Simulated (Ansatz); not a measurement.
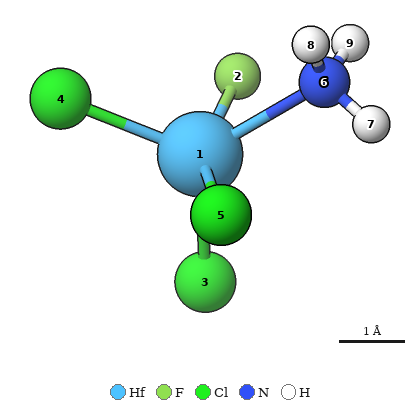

Figure 1. The starting structure (ball-and-stick view, seen at a tilt; atoms are numbered from 1 in the order of the input). Sticks mark near contacts. Bond lengths as drawn: Cl–Hf 2.36 to 2.43 Å, F–Hf 1.95 Å, Hf–N 2.38 Å and H–N 1.03 Å.

## Molecular dynamics, with input and output: HfNH3Cl3F (part 1 of 4)

- system: HfNH3Cl3F
- method: RKS PBE/def2-SVP (Ansatz 0.2.0)

It belongs to a series of runs on one base structure; here: dynamics from the highest image of the converged band. Figures and captions count atoms from 1; the log counts them from 0 in places.

What the program printed
```
Engine: ansatz 0.2.0, aarch64-unknown-linux-gnu
Functional definition: PBE
  parameter kappa = 0.804
  parameter beta = 0.06672455060314922
  exchange = pbe_x(kappa = kappa, mu = beta*pi^2/3)
  correlation = pbe_c(beta = beta)
1393 factors; their error is unknown
mean field evaluation 1: about -43098.3770 eV, gradient 6.4e1 eV
mean field evaluation 2: about -43044.6341 eV, gradient 1.8e2 eV
mean field evaluation 4: about -43105.6628 eV, gradient 1.6e1 eV
mean field evaluation 8: about -43106.0984 eV, gradient 1.0e-1 eV
mean field evaluation 16: about -43105.9860 eV, gradient 1.6e-3 eV
mean field -43105.98596184 eV, -1584.1157658109 hartree, gradient 5.6e-5 eV, S^2 0.000000; 0 other end points of the search recorded, 0 dependent functions left out
the calculation of the forces begins
reference -43105.98604242 eV, -1584.1157687721 hartree; 41, 41 occupied and 88, 88 virtual orbitals, 1393 factors
md step     0: t =     0.00 fs  T =   300.0 K  F+E_penalty+E_count = -43105.98596184 eV  E_kin = 0.271446 eV  conserved = -43105.71451584 eV  (30 SCF iters)
these checks for a lower state are left out or cut short: starts, cluster_reference, orbital_swaps, neighbouring_geometries, increment
1393 factors; their error is unknown
mean field -43105.98042632 eV, -1584.1155623842 hartree, gradient 1.1e-5 eV, S^2 0.000000; 0 other end points of the search recorded, 0 dependent functions left out
the calculation of the forces begins
reference -43105.98050692 eV, -1584.1155653463 hartree; 41, 41 occupied and 88, 88 virtual orbitals, 1393 factors
md step     1: t =     0.50 fs  T =   294.0 K  F+E_penalty+E_count = -43105.98042632 eV  E_kin = 0.266055 eV  conserved = -43105.71437151 eV  (30 SCF iters)
[... from here on the SCF iterations and repeated set-up lines of each step are left out, up to the last step ...]
md step     2: t =     1.00 fs  T =   278.4 K  F+E_penalty+E_count = -43105.96595891 eV  E_kin = 0.251941 eV  conserved = -43105.71401795 eV  (31 SCF iters)
md step     3: t =     1.50 fs  T =   259.1 K  F+E_penalty+E_count = -43105.94805276 eV  E_kin = 0.234452 eV  conserved = -43105.71360061 eV  (31 SCF iters)
md step     4: t =     2.00 fs  T =   243.1 K  F+E_penalty+E_count = -43105.93321223 eV  E_kin = 0.219927 eV  conserved = -43105.71328512 eV  (31 SCF iters)
md step     5: t =     2.50 fs  T =   235.6 K  F+E_penalty+E_count = -43105.92636322 eV  E_kin = 0.213171 eV  conserved = -43105.71319262 eV  (30 SCF iters)
md step     6: t =     3.00 fs  T =   238.3 K  F+E_penalty+E_count = -43105.92897058 eV  E_kin = 0.215624 eV  conserved = -43105.71334681 eV  (31 SCF iters)
md step     7: t =     3.50 fs  T =   248.6 K  F+E_penalty+E_count = -43105.93864844 eV  E_kin = 0.224976 eV  conserved = -43105.71367248 eV  (31 SCF iters)
md step     8: t =     4.00 fs  T =   261.1 K  F+E_penalty+E_count = -43105.95030915 eV  E_kin = 0.236269 eV  conserved = -43105.71404042 eV  (31 SCF iters)
md step     9: t =     4.50 fs  T =   269.5 K  F+E_penalty+E_count = -43105.95818800 eV  E_kin = 0.243867 eV  conserved = -43105.71432084 eV  (31 SCF iters)
md step    10: t =     5.00 fs  T =   269.1 K  F+E_penalty+E_count = -43105.95792083 eV  E_kin = 0.243505 eV  conserved = -43105.71441536 eV  (31 SCF iters)
md step    11: t =     5.50 fs  T =   258.5 K  F+E_penalty+E_count = -43105.94813672 eV  E_kin = 0.233865 eV  conserved = -43105.71427208 eV  (31 SCF iters)
md step    12: t =     6.00 fs  T =   240.2 K  F+E_penalty+E_count = -43105.93123918 eV  E_kin = 0.217325 eV  conserved = -43105.71391437 eV  (30 SCF iters)
md step    13: t =     6.50 fs  T =   220.5 K  F+E_penalty+E_count = -43105.91294182 eV  E_kin = 0.199472 eV  conserved = -43105.71346961 eV  (30 SCF iters)
md step    14: t =     7.00 fs  T =   206.7 K  F+E_penalty+E_count = -43105.90019817 eV  E_kin = 0.187051 eV  conserved = -43105.71314764 eV  (30 SCF iters)
md step    15: t =     7.50 fs  T =   204.3 K  F+E_penalty+E_count = -43105.89796675 eV  E_kin = 0.184836 eV  conserved = -43105.71313120 eV  (31 SCF iters)
md step    16: t =     8.00 fs  T =   213.3 K  F+E_penalty+E_count = -43105.90647328 eV  E_kin = 0.193029 eV  conserved = -43105.71344461 eV  (30 SCF iters)
md step    17: t =     8.50 fs  T =   228.7 K  F+E_penalty+E_count = -43105.92086756 eV  E_kin = 0.206942 eV  conserved = -43105.71392532 eV  (31 SCF iters)
md step    18: t =     9.00 fs  T =   242.4 K  F+E_penalty+E_count = -43105.93366777 eV  E_kin = 0.219335 eV  conserved = -43105.71433298 eV  (31 SCF iters)
md step    19: t =     9.50 fs  T =   247.5 K  F+E_penalty+E_count = -43105.93842341 eV  E_kin = 0.223933 eV  conserved = -43105.71449036 eV  (51 SCF iters)
md step    20: t =    10.00 fs  T =   241.1 K  F+E_penalty+E_count = -43105.93249115 eV  E_kin = 0.218137 eV  conserved = -43105.71435419 eV  (31 SCF iters)
md step    21: t =    10.50 fs  T =   225.2 K  F+E_penalty+E_count = -43105.91778505 eV  E_kin = 0.203780 eV  conserved = -43105.71400554 eV  (31 SCF iters)
md step    22: t =    11.00 fs  T =   205.5 K  F+E_penalty+E_count = -43105.89957177 eV  E_kin = 0.185971 eV  conserved = -43105.71360050 eV  (31 SCF iters)
md step    23: t =    11.50 fs  T =   188.7 K  F+E_penalty+E_count = -43105.88406025 eV  E_kin = 0.170755 eV  conserved = -43105.71330544 eV  (30 SCF iters)
md step    24: t =    12.00 fs  T =   179.7 K  F+E_penalty+E_count = -43105.87581668 eV  E_kin = 0.162588 eV  conserved = -43105.71322913 eV  (31 SCF iters)
md step    25: t =    12.50 fs  T =   179.8 K  F+E_penalty+E_count = -43105.87605944 eV  E_kin = 0.162679 eV  conserved = -43105.71338045 eV  (31 SCF iters)
md step    26: t =    13.00 fs  T =   186.6 K  F+E_penalty+E_count = -43105.88248140 eV  E_kin = 0.168803 eV  conserved = -43105.71367827 eV  (31 SCF iters)
md step    27: t =    13.50 fs  T =   195.0 K  F+E_penalty+E_count = -43105.89046883 eV  E_kin = 0.176467 eV  conserved = -43105.71400202 eV  (31 SCF iters)
md step    28: t =    14.00 fs  T =   199.7 K  F+E_penalty+E_count = -43105.89497706 eV  E_kin = 0.180736 eV  conserved = -43105.71424121 eV  (31 SCF iters)
md step    29: t =    14.50 fs  T =   196.7 K  F+E_penalty+E_count = -43105.89230611 eV  E_kin = 0.177990 eV  conserved = -43105.71431658 eV  (31 SCF iters)
md step    30: t =    15.00 fs  T =   184.8 K  F+E_penalty+E_count = -43105.88138667 eV  E_kin = 0.167199 eV  conserved = -43105.71418784 eV  (30 SCF iters)
md step    31: t =    15.50 fs  T =   166.4 K  F+E_penalty+E_count = -43105.86439204 eV  E_kin = 0.150519 eV  conserved = -43105.71387293 eV  (31 SCF iters)
md step    32: t =    16.00 fs  T =   146.9 K  F+E_penalty+E_count = -43105.84637150 eV  E_kin = 0.132897 eV  conserved = -43105.71347465 eV  (31 SCF iters)
md step    33: t =    16.50 fs  T =   133.1 K  F+E_penalty+E_count = -43105.83356686 eV  E_kin = 0.120397 eV  conserved = -43105.71317017 eV  (31 SCF iters)
md step    34: t =    17.00 fs  T =   129.9 K  F+E_penalty+E_count = -43105.83066479 eV  E_kin = 0.117536 eV  conserved = -43105.71312839 eV  (30 SCF iters)
md step    35: t =    17.50 fs  T =   138.0 K  F+E_penalty+E_count = -43105.83827121 eV  E_kin = 0.124878 eV  conserved = -43105.71339297 eV  (32 SCF iters)
md step    36: t =    18.00 fs  T =   153.0 K  F+E_penalty+E_count = -43105.85228927 eV  E_kin = 0.138449 eV  conserved = -43105.71384050 eV  (32 SCF iters)
md step    37: t =    18.50 fs  T =   167.5 K  F+E_penalty+E_count = -43105.86579658 eV  E_kin = 0.151540 eV  conserved = -43105.71425696 eV  (31 SCF iters)
md step    38: t =    19.00 fs  T =   174.5 K  F+E_penalty+E_count = -43105.87231023 eV  E_kin = 0.157849 eV  conserved = -43105.71446103 eV  (31 SCF iters)
md step    39: t =    19.50 fs  T =   170.4 K  F+E_penalty+E_count = -43105.86859925 eV  E_kin = 0.154216 eV  conserved = -43105.71438299 eV  (32 SCF iters)
md step    40: t =    20.00 fs  T =   156.7 K  F+E_penalty+E_count = -43105.85581843 eV  E_kin = 0.141746 eV  conserved = -43105.71407204 eV  (32 SCF iters)
md step    41: t =    20.50 fs  T =   138.3 K  F+E_penalty+E_count = -43105.83877322 eV  E_kin = 0.125109 eV  conserved = -43105.71366435 eV  (32 SCF iters)
md step    42: t =    21.00 fs  T =   122.1 K  F+E_penalty+E_count = -43105.82380276 eV  E_kin = 0.110475 eV  conserved = -43105.71332808 eV  (32 SCF iters)
md step    43: t =    21.50 fs  T =   113.8 K  F+E_penalty+E_count = -43105.81615566 eV  E_kin = 0.102960 eV  conserved = -43105.71319527 eV  (31 SCF iters)
md step    44: t =    22.00 fs  T =   115.6 K  F+E_penalty+E_count = -43105.81793083 eV  E_kin = 0.104626 eV  conserved = -43105.71330482 eV  (31 SCF iters)
md step    45: t =    22.50 fs  T =   125.8 K  F+E_penalty+E_count = -43105.82744889 eV  E_kin = 0.113855 eV  conserved = -43105.71359406 eV  (31 SCF iters)
md step    46: t =    23.00 fs  T =   139.5 K  F+E_penalty+E_count = -43105.84018873 eV  E_kin = 0.126246 eV  conserved = -43105.71394321 eV  (31 SCF iters)
md step    47: t =    23.50 fs  T =   150.8 K  F+E_penalty+E_count = -43105.85064872 eV  E_kin = 0.136417 eV  conserved = -43105.71423137 eV  (31 SCF iters)
md step    48: t =    24.00 fs  T =   154.6 K  F+E_penalty+E_count = -43105.85428285 eV  E_kin = 0.139916 eV  conserved = -43105.71436732 eV  (31 SCF iters)
md step    49: t =    24.50 fs  T =   148.9 K  F+E_penalty+E_count = -43105.84899094 eV  E_kin = 0.134693 eV  conserved = -43105.71429770 eV  (31 SCF iters)
md step    50: t =    25.00 fs  T =   134.8 K  F+E_penalty+E_count = -43105.83596398 eV  E_kin = 0.121943 eV  conserved = -43105.71402072 eV  (32 SCF iters)
md step    51: t =    25.50 fs  T =   117.2 K  F+E_penalty+E_count = -43105.81964012 eV  E_kin = 0.106025 eV  conserved = -43105.71361486 eV  (31 SCF iters)
md step    52: t =    26.00 fs  T =   102.9 K  F+E_penalty+E_count = -43105.80638566 eV  E_kin = 0.093140 eV  conserved = -43105.71324605 eV  (51 SCF iters)
md step    53: t =    26.50 fs  T =    98.1 K  F+E_penalty+E_count = -43105.80189263 eV  E_kin = 0.088789 eV  conserved = -43105.71310400 eV  (31 SCF iters)
md step    54: t =    27.00 fs  T =   105.0 K  F+E_penalty+E_count = -43105.80831124 eV  E_kin = 0.095030 eV  conserved = -43105.71328144 eV  (32 SCF iters)
md step    55: t =    27.50 fs  T =   120.7 K  F+E_penalty+E_count = -43105.82288794 eV  E_kin = 0.109191 eV  conserved = -43105.71369652 eV  (31 SCF iters)
md step    56: t =    28.00 fs  T =   138.2 K  F+E_penalty+E_count = -43105.83921270 eV  E_kin = 0.125074 eV  conserved = -43105.71413906 eV  (31 SCF iters)
md step    57: t =    28.50 fs  T =   150.3 K  F+E_penalty+E_count = -43105.85039915 eV  E_kin = 0.136000 eV  conserved = -43105.71439963 eV  (31 SCF iters)
md step    58: t =    29.00 fs  T =   152.4 K  F+E_penalty+E_count = -43105.85230369 eV  E_kin = 0.137929 eV  conserved = -43105.71437446 eV  (31 SCF iters)
md step    59: t =    29.50 fs  T =   144.9 K  F+E_penalty+E_count = -43105.84517410 eV  E_kin = 0.131079 eV  conserved = -43105.71409484 eV  (31 SCF iters)
md step    60: t =    30.00 fs  T =   132.1 K  F+E_penalty+E_count = -43105.83321460 eV  E_kin = 0.119517 eV  conserved = -43105.71369720 eV  (31 SCF iters)
md step    61: t =    30.50 fs  T =   120.6 K  F+E_penalty+E_count = -43105.82249678 eV  E_kin = 0.109136 eV  conserved = -43105.71336030 eV  (30 SCF iters)
md step    62: t =    31.00 fs  T =   116.0 K  F+E_penalty+E_count = -43105.81820727 eV  E_kin = 0.104982 eV  conserved = -43105.71322513 eV  (31 SCF iters)
md step    63: t =    31.50 fs  T =   120.6 K  F+E_penalty+E_count = -43105.82246673 eV  E_kin = 0.109135 eV  conserved = -43105.71333205 eV  (30 SCF iters)
md step    64: t =    32.00 fs  T =   132.7 K  F+E_penalty+E_count = -43105.83367409 eV  E_kin = 0.120060 eV  conserved = -43105.71361409 eV  (32 SCF iters)
md step    65: t =    32.50 fs  T =   147.6 K  F+E_penalty+E_count = -43105.84749033 eV  E_kin = 0.133543 eV  conserved = -43105.71394776 eV  (31 SCF iters)
md step    66: t =    33.00 fs  T =   159.7 K  F+E_penalty+E_count = -43105.85873235 eV  E_kin = 0.144517 eV  conserved = -43105.71421507 eV  (31 SCF iters)
md step    67: t =    33.50 fs  T =   164.6 K  F+E_penalty+E_count = -43105.86324999 eV  E_kin = 0.148916 eV  conserved = -43105.71433349 eV  (31 SCF iters)
md step    68: t =    34.00 fs  T =   160.3 K  F+E_penalty+E_count = -43105.85927051 eV  E_kin = 0.145010 eV  conserved = -43105.71426064 eV  (31 SCF iters)
md step    69: t =    34.50 fs  T =   148.2 K  F+E_penalty+E_count = -43105.84808093 eV  E_kin = 0.134082 eV  conserved = -43105.71399942 eV  (32 SCF iters)
md step    70: t =    35.00 fs  T =   133.0 K  F+E_penalty+E_count = -43105.83392145 eV  E_kin = 0.120301 eV  conserved = -43105.71362041 eV  (31 SCF iters)
md step    71: t =    35.50 fs  T =   121.0 K  F+E_penalty+E_count = -43105.82278978 eV  E_kin = 0.109519 eV  conserved = -43105.71327101 eV  (31 SCF iters)
md step    72: t =    36.00 fs  T =   118.2 K  F+E_penalty+E_count = -43105.82011252 eV  E_kin = 0.106987 eV  conserved = -43105.71312530 eV  (31 SCF iters)
md step    73: t =    36.50 fs  T =   126.9 K  F+E_penalty+E_count = -43105.82810309 eV  E_kin = 0.114824 eV  conserved = -43105.71327884 eV  (32 SCF iters)
md step    74: t =    37.00 fs  T =   144.4 K  F+E_penalty+E_count = -43105.84435812 eV  E_kin = 0.130687 eV  conserved = -43105.71367145 eV  (31 SCF iters)
md step    75: t =    37.50 fs  T =   164.3 K  F+E_penalty+E_count = -43105.86279420 eV  E_kin = 0.148678 eV  conserved = -43105.71411653 eV  (31 SCF iters)
md step    76: t =    38.00 fs  T =   179.1 K  F+E_penalty+E_count = -43105.87649827 eV  E_kin = 0.162088 eV  conserved = -43105.71440979 eV  (31 SCF iters)
md step    77: t =    38.50 fs  T =   183.9 K  F+E_penalty+E_count = -43105.88087267 eV  E_kin = 0.166441 eV  conserved = -43105.71443163 eV  (31 SCF iters)
md step    78: t =    39.00 fs  T =   178.3 K  F+E_penalty+E_count = -43105.87552344 eV  E_kin = 0.161338 eV  conserved = -43105.71418544 eV  (30 SCF iters)
md step    79: t =    39.50 fs  T =   166.3 K  F+E_penalty+E_count = -43105.86423692 eV  E_kin = 0.150453 eV  conserved = -43105.71378431 eV  (30 SCF iters)
md step    80: t =    40.00 fs  T =   154.5 K  F+E_penalty+E_count = -43105.85322775 eV  E_kin = 0.139825 eV  conserved = -43105.71340277 eV  (30 SCF iters)
md step    81: t =    40.50 fs  T =   149.4 K  F+E_penalty+E_count = -43105.84842607 eV  E_kin = 0.135224 eV  conserved = -43105.71320234 eV  (30 SCF iters)
md step    82: t =    41.00 fs  T =   154.4 K  F+E_penalty+E_count = -43105.85297232 eV  E_kin = 0.139716 eV  conserved = -43105.71325615 eV  (31 SCF iters)
md step    83: t =    41.50 fs  T =   168.6 K  F+E_penalty+E_count = -43105.86606340 eV  E_kin = 0.152543 eV  conserved = -43105.71352065 eV  (30 SCF iters)
md step    84: t =    42.00 fs  T =   187.6 K  F+E_penalty+E_count = -43105.88358144 eV  E_kin = 0.169707 eV  conserved = -43105.71387438 eV  (30 SCF iters)
md step    85: t =    42.50 fs  T =   205.3 K  F+E_penalty+E_count = -43105.89994974 eV  E_kin = 0.185763 eV  conserved = -43105.71418665 eV  (30 SCF iters)
md step    86: t =    43.00 fs  T =   216.4 K  F+E_penalty+E_count = -43105.91020063 eV  E_kin = 0.195839 eV  conserved = -43105.71436158 eV  (51 SCF iters)
md step    87: t =    43.50 fs  T =   217.9 K  F+E_penalty+E_count = -43105.91154412 eV  E_kin = 0.197197 eV  conserved = -43105.71434732 eV  (30 SCF iters)
md step    88: t =    44.00 fs  T =   210.1 K  F+E_penalty+E_count = -43105.90422885 eV  E_kin = 0.190093 eV  conserved = -43105.71413569 eV  (30 SCF iters)
md step    89: t =    44.50 fs  T =   196.6 K  F+E_penalty+E_count = -43105.89163912 eV  E_kin = 0.177862 eV  conserved = -43105.71377761 eV  (31 SCF iters)
md step    90: t =    45.00 fs  T =   183.5 K  F+E_penalty+E_count = -43105.87940592 eV  E_kin = 0.166005 eV  conserved = -43105.71340057 eV  (31 SCF iters)
md step    91: t =    45.50 fs  T =   177.0 K  F+E_penalty+E_count = -43105.87337113 eV  E_kin = 0.160194 eV  conserved = -43105.71317758 eV  (31 SCF iters)
md step    92: t =    46.00 fs  T =   180.9 K  F+E_penalty+E_count = -43105.87693709 eV  E_kin = 0.163701 eV  conserved = -43105.71323567 eV  (31 SCF iters)
md step    93: t =    46.50 fs  T =   194.1 K  F+E_penalty+E_count = -43105.88917976 eV  E_kin = 0.175617 eV  conserved = -43105.71356255 eV  (30 SCF iters)
md step    94: t =    47.00 fs  T =   211.2 K  F+E_penalty+E_count = -43105.90506763 eV  E_kin = 0.191067 eV  conserved = -43105.71400013 eV  (30 SCF iters)
md step    95: t =    47.50 fs  T =   224.9 K  F+E_penalty+E_count = -43105.91786128 eV  E_kin = 0.203524 eV  conserved = -43105.71433738 eV  (30 SCF iters)
md step    96: t =    48.00 fs  T =   229.8 K  F+E_penalty+E_count = -43105.92234188 eV  E_kin = 0.207920 eV  conserved = -43105.71442206 eV  (31 SCF iters)
md step    97: t =    48.50 fs  T =   224.3 K  F+E_penalty+E_count = -43105.91717474 eV  E_kin = 0.202951 eV  conserved = -43105.71422389 eV  (31 SCF iters)
md step    98: t =    49.00 fs  T =   211.7 K  F+E_penalty+E_count = -43105.90540206 eV  E_kin = 0.191565 eV  conserved = -43105.71383739 eV  (30 SCF iters)
md step    99: t =    49.50 fs  T =   198.4 K  F+E_penalty+E_count = -43105.89298714 eV  E_kin = 0.179548 eV  conserved = -43105.71343919 eV  (30 SCF iters)
md step   100: t =    50.00 fs  T =   191.1 K  F+E_penalty+E_count = -43105.88608566 eV  E_kin = 0.172877 eV  conserved = -43105.71320849 eV  (30 SCF iters)
md step   101: t =    50.50 fs  T =   193.5 K  F+E_penalty+E_count = -43105.88828439 eV  E_kin = 0.175045 eV  conserved = -43105.71323961 eV  (30 SCF iters)
md step   102: t =    51.00 fs  T =   205.2 K  F+E_penalty+E_count = -43105.89913907 eV  E_kin = 0.185640 eV  conserved = -43105.71349926 eV  (30 SCF iters)
md step   103: t =    51.50 fs  T =   221.9 K  F+E_penalty+E_count = -43105.91464454 eV  E_kin = 0.200783 eV  conserved = -43105.71386180 eV  (30 SCF iters)
md step   104: t =    52.00 fs  T =   237.6 K  F+E_penalty+E_count = -43105.92913823 eV  E_kin = 0.214952 eV  conserved = -43105.71418582 eV  (30 SCF iters)
md step   105: t =    52.50 fs  T =   246.6 K  F+E_penalty+E_count = -43105.93751183 eV  E_kin = 0.223142 eV  conserved = -43105.71436997 eV  (31 SCF iters)
md step   106: t =    53.00 fs  T =   245.9 K  F+E_penalty+E_count = -43105.93686524 eV  E_kin = 0.222502 eV  conserved = -43105.71436369 eV  (30 SCF iters)
md step   107: t =    53.50 fs  T =   235.6 K  F+E_penalty+E_count = -43105.92735130 eV  E_kin = 0.213189 eV  conserved = -43105.71416263 eV  (30 SCF iters)
md step   108: t =    54.00 fs  T =   219.3 K  F+E_penalty+E_count = -43105.91222527 eV  E_kin = 0.198409 eV  conserved = -43105.71381641 eV  (30 SCF iters)
md step   109: t =    54.50 fs  T =   202.9 K  F+E_penalty+E_count = -43105.89698715 eV  E_kin = 0.183545 eV  conserved = -43105.71344219 eV  (31 SCF iters)
md step   110: t =    55.00 fs  T =   192.6 K  F+E_penalty+E_count = -43105.88748767 eV  E_kin = 0.174284 eV  conserved = -43105.71320325 eV  (31 SCF iters)
md step   111: t =    55.50 fs  T =   192.5 K  F+E_penalty+E_count = -43105.88740375 eV  E_kin = 0.174174 eV  conserved = -43105.71323006 eV  (31 SCF iters)
md step   112: t =    56.00 fs  T =   202.0 K  F+E_penalty+E_count = -43105.89628470 eV  E_kin = 0.182755 eV  conserved = -43105.71353015 eV  (31 SCF iters)
md step   113: t =    56.50 fs  T =   216.1 K  F+E_penalty+E_count = -43105.90947709 eV  E_kin = 0.195508 eV  conserved = -43105.71396874 eV  (31 SCF iters)
```
